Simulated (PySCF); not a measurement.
**C4H9O, doublet, SMILES `C[C](C)CO`: what the electrons do**

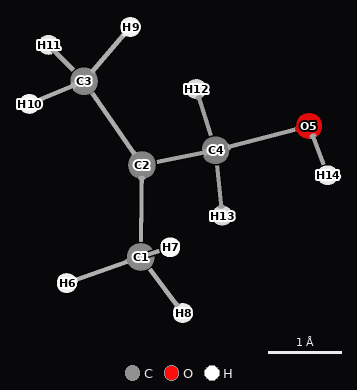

The molecule, with its atoms numbered as below. No frequency check shows the geometry to be a minimum.

Cartesian coordinates (Å):

```
C1      -1.0116    1.3557   -0.0472
C2      -0.4792   -0.0059    0.2186
C3      -1.2720   -1.1952   -0.1805
C4       0.9423   -0.1789    0.6167
O5       1.8495   -0.0752   -0.4855
H6      -2.0007    1.4769    0.4009
H7      -1.1356    1.5402   -1.1213
H8      -0.3537    2.1230    0.3568
H9      -0.8674   -1.6493   -1.0921
H10     -2.3103   -0.9297   -0.3647
H11     -1.2339   -1.9658    0.5920
H12      1.1177   -1.1784    1.0203
H13      1.2246    0.5670    1.3769
H14      1.6860    0.7636   -0.9306
```

### 1. Bonding charge

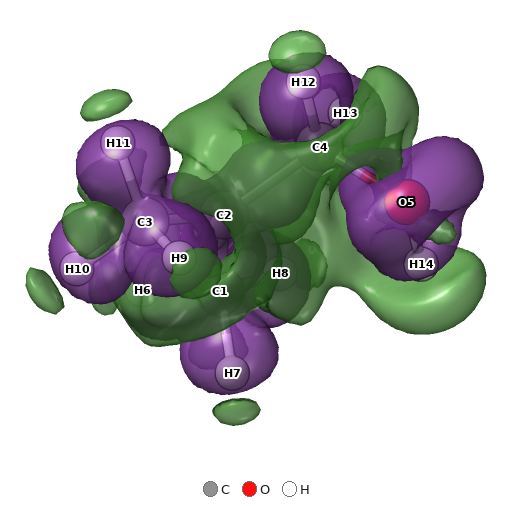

Deformation density (molecule less spherical, spin-averaged free atoms at the same positions), surfaces at ±0.05 e/Å³; purple: gain, green: loss.

Computed with PySCF, HF/def2-SVPD, geometry: GFN2-xTB. The stability of the open-shell solution wasn't checked. GFN2-xTB doesn't know the spin state, so this open-shell geometry is rough.

Question: How much density has each bond gained at its critical point, relative to the free atoms?

Answer: The five largest and four smallest: C4–H12: +0.76 e/Å³ at the bond critical point (bond length 1.09 Å). C4–H13: +0.72 e/Å³ at the bond critical point (bond length 1.10 Å). O5–H14: +0.70 e/Å³ at the bond critical point (bond length 0.96 Å). C3–H10: +0.68 e/Å³ at the bond critical point (bond length 1.09 Å). C1–H8: +0.68 e/Å³ at the bond critical point (bond length 1.09 Å). C1–H7: +0.65 e/Å³ at the bond critical point (bond length 1.10 Å). C2–C3: +0.59 e/Å³ at the bond critical point (bond length 1.48 Å). C1–C2: +0.59 e/Å³ at the bond critical point (bond length 1.49 Å). C4–O5: +0.10 e/Å³ at the bond critical point (bond length 1.43 Å); up to 0.6 Å beside the axis the gain reaches +0.37 e/Å³. In all, 3.0 electrons gather in the regions of gain relative to the promolecule. A small or negative value marks a very polar bond, one between electron-rich atoms, whose free-atom densities already overlap strongly, a long bond to a heavier atom, or a closed-shell contact such as a hydrogen bond.

### 2. Bond critical points

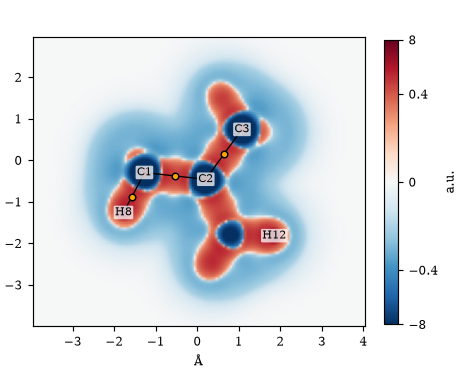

Negative Laplacian of the density (−∇²ρ) in the plane of C1, C2, C3, H8 and H12 (red positive, blue negative, colour scale in a.u., logarithmic beyond ±0.04), with bond paths and bond critical points (dots).

Question: At which bond critical points in this plane is charge locally concentrated, and at which depleted?

Answer: Concentrated (∇²ρ < 0): C1–H8 (−1.06 a.u.); C2–C3 (−0.72 a.u.); C1–C2 (−0.71 a.u.). At none is it depleted.

Question: Where along C1–H8 does the critical point lie?

Answer: 0.65 Å from C1 and 0.43 Å from H8.

### 3. Local ionisation energy

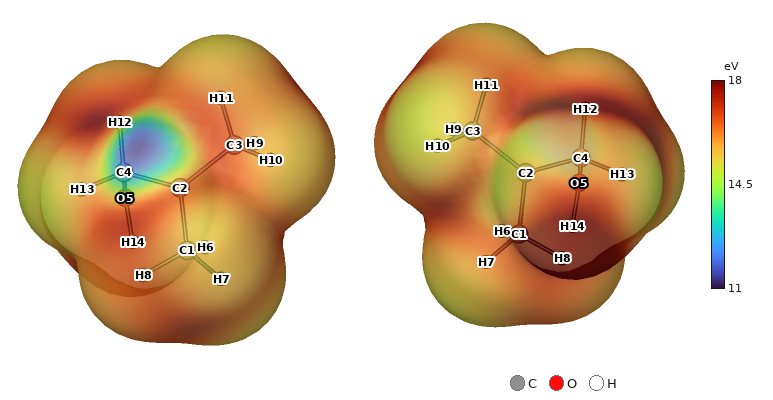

Average local ionisation energy on the surface of electron density 0.001 a.u. (back view left, front view right).

Question: Locate the minima of the map.

Answer: The lowest value is 11.5 eV, over C2, off the plane of its three bonds (2.0 Å). Further minima include 14.8 eV, off the O5–H14 bond (1.9 to 2.0 Å from its atoms); 14.9 eV, 1.4 Å from H9; 15.0 eV, off the O5–H14 bond (1.8 to 2.0 Å from its atoms). For comparison, the highest occupied orbital lies at −8.9 eV.

Question: What volume does the surface enclose, and what is the dipole moment?

Answer: About 115 Å³; the dipole moment is 2.0 D.

### 4. Spin density

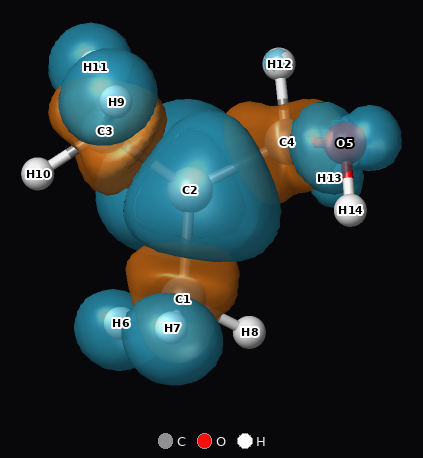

Spin density ρα − ρβ at ±0.01 e/Å³ (light blue: excess α, orange: excess β).

Question: How is the spin shared among the atoms?

Answer: Hirshfeld spin populations: C2 +0.71 and O5 +0.05. ⟨S²⟩ = 0.77, against 0.75 for a pure state. The picture also shows regions of β spin from spin polarisation; the Hirshfeld sums, whose atoms overlap, net them against the α spin of neighbours.

### 5. In an electric field

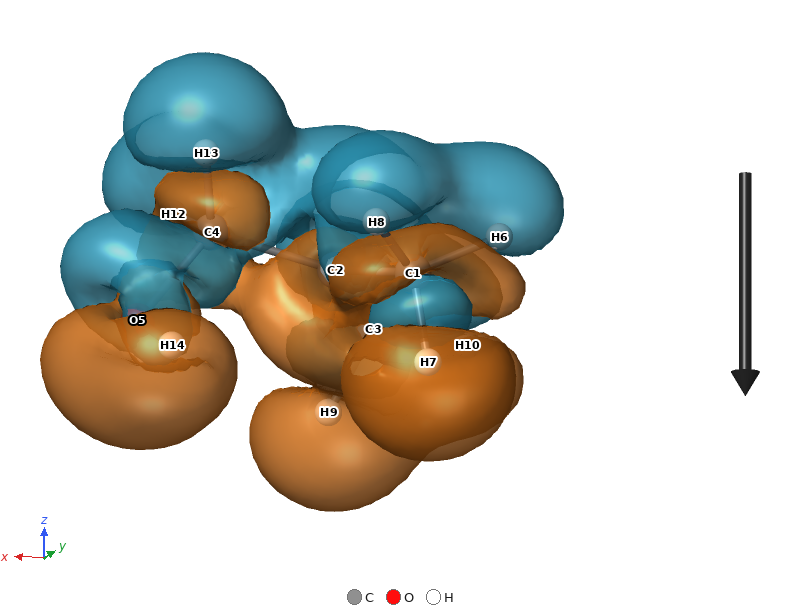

Change of the electron density in a uniform field of 0.10 V/Å along −z (arrow), surfaces at ±0.0004 e/Å³ (light blue: gain, orange: loss).

The field was applied in both directions; the picture shows the one opposite to the script's first.

Question: How large is the response?

Answer: The induced dipole is 0.24 D (along the field); α along this axis, from the fields in both directions, is 46 bohr³ (6.9 Å³).

### 6. Removing or adding an electron

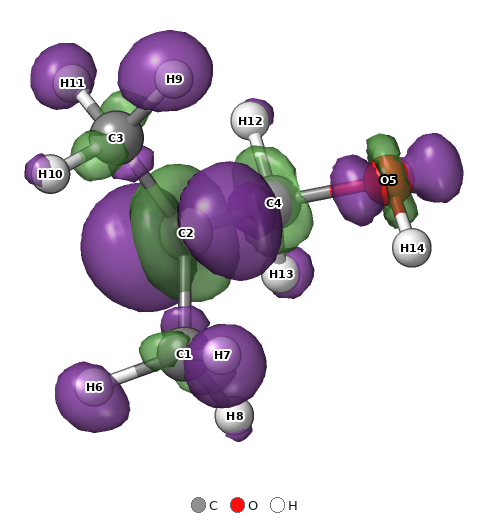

Fukui function f⁻ = ρ(N) − ρ(N−1) at fixed geometry, surfaces at ±0.04 e/Å³ (purple positive, green negative).

PySCF calculation, PBE0/6-311+G**, gas phase; geometry: GFN2-xTB. GFN2-xTB doesn't know the spin state, so this open-shell geometry is rough.

Question: On which atoms does the density change most on removal of an electron?

Answer: f⁻ (Hirshfeld-condensed) is largest on C2 (0.25); the vertical ionisation energy is 7.52 eV (to the singlet cation, which needn't be its lowest state). Condensed values hint at sites of electrophilic attack but needn't mark the atom that reacts. Orbital relaxation makes it negative in places (0.24 e in all).

| atom | f⁻ | charge |
| --- | --- | --- |
| C1 | +0.06 | −0.12 |
| C2 | +0.25 | +0.01 |
| C3 | +0.06 | −0.12 |
| C4 | +0.04 | −0.02 |
| O5 | +0.09 | −0.24 |
| H6 | +0.07 | +0.05 |
| H7 | +0.08 | +0.04 |
| H8 | +0.04 | +0.04 |
| H9 | +0.08 | +0.05 |
| H10 | +0.04 | +0.04 |
| H11 | +0.06 | +0.04 |
| H12 | +0.04 | +0.05 |
| H13 | +0.05 | +0.03 |
| H14 | +0.04 | +0.15 |
